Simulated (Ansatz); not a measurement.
## Fields on a plane of Ga2O3 (corundum)

```
Ga2O3
1.0
    2.52887     1.46004     4.54110
   -2.52887     1.46004     4.54110
    0.00000    -2.92008     4.54110
Ga O
4 6
Direct
  0.85584   0.85584   0.85584
  0.64416   0.64416   0.64416
  0.14416   0.14416   0.14416
  0.35584   0.35584   0.35584
  0.05313   0.44687   0.75000
  0.75000   0.05313   0.44687
  0.44687   0.75000   0.05313
  0.94687   0.55313   0.25000
  0.25000   0.94687   0.55313
  0.55313   0.25000   0.94687
```

The slice is a (-1 1 0 4) plane (indices of the conventional cell) through the point (0.356, 0.356, 0.356) (fractional), spanned by u = [1 0 -1] and v = [1 -1 1] in vectors of this cell: u (5.06 Å) and v (7.40 Å, at 90° to u). It covers one period; positions are fractions (u, v).

Atoms on it: Ga at (0.00, 0.50); Ga at (0.00, 0.00). Other atoms lie within 1 Å of the plane.

The numbers are results of PBE (plane waves to 420 eV, PAW, scalar-relativistic; Ansatz, an electronic-structure program), not measurements. k mesh 8×8×8. These are valence fields of a PAW run, semicore shells included where kept as valence: close to a nucleus they are smooth pseudo fields. Ga2O3 was relaxed with its symmetry unable to fall.

```
|xxxx0022667755555566662200xx|
|xx00005566220000002255550000|
|223355664400xxxxxx0044554422|
|778888772200xxxxxx0011xxxxxx|
|779999883300xxxxxx00xxxxxxxx|
|6688888866000000001144xxxxxx|
|1133668877664422446677xxxx22|
|xx00005566667788889988550000|
|xxxx002244xx77999999772200xx|
|xxxxxx006677889999997700xxxx|
|xxxx0022666655555577662200xx|
|xx00005555220000002266550000|
|222244554400xxxxxx0044665533|
|77xxxxxx1100xxxxxx0022778888|
|77xxxxxxxx00xxxxxx0033889999|
|66xxxxxx44110000000066888888|
|1122xxxx77664422446677886633|
|xx00005588998888776666550000|
|xxxx00227799999977xx442200xx|
|xxxxxx007799999988776600xxxx|
```
Scale: ten equal steps from 0.00 (start of '0') to 8.79 (end of '9'), in the order '0123456789'. Values: electrostatic potential energy of an electron, from the cell's mean, in eV. The map has 14 points along u (two characters each, u = 0 at the left) and 20 along v (v = 0 in the bottom row). Points within 0.8 Å of a nucleus are blanked (x), as the pseudised field means little there. Values under 0 eV are set to 0. The zero, the cell's mean, hangs on the PAW cores.

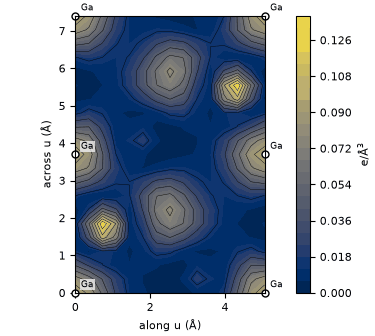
Density of the lowest conduction band (whole band as if filled, smooth part) in e/Å³, one period of the plane, atoms marked.
